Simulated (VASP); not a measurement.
Consider the following.

```xyz
4
Lattice="3.9137 0.0000 0.0000 -1.9569 3.3894 0.0000 0.0000 0.0000 5.0724" Properties=species:S:1:pos:R:3 pbc="T T T"
Ni     1.9569     3.3894     5.0724
Ni     1.9569     3.3894     2.5362
Sb     0.0000     2.2596     1.2681
Sb     1.9569     1.1298     3.8043
```

Computed with PBEsol GGA, VASP's PBE PAW potentials (set 64) (plane waves; VASP). Numerical set-up: 400 eV cut-off, 10×10×7 Γ-centred mesh, tetrahedra with Blöchl corrections, potentials Ni Sb.

Unless said otherwise, spin-orbit coupling is left out, though it shifts the bands of the heavy elements here.

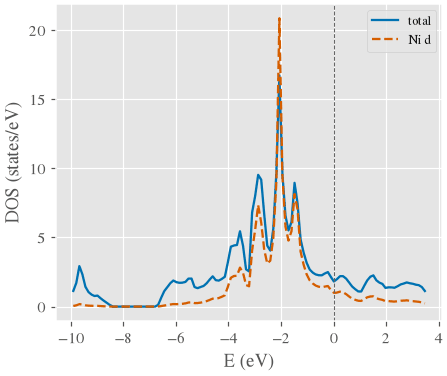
Fig. 1. Total and projected density of states, zero at the Fermi level

Within 2 eV below the Fermi level the largest weight inside VASP's projection spheres is Ni d.

It has no gap at this level: it comes out as a metal or semimetal.

The structure was generated: NiSb was put into the NiAs type type (P6_3/mmc), which need not be its known phase. It was relaxed first, which changed the volume by -24 %. The run is not spin-polarised, so no magnetic state was tried.
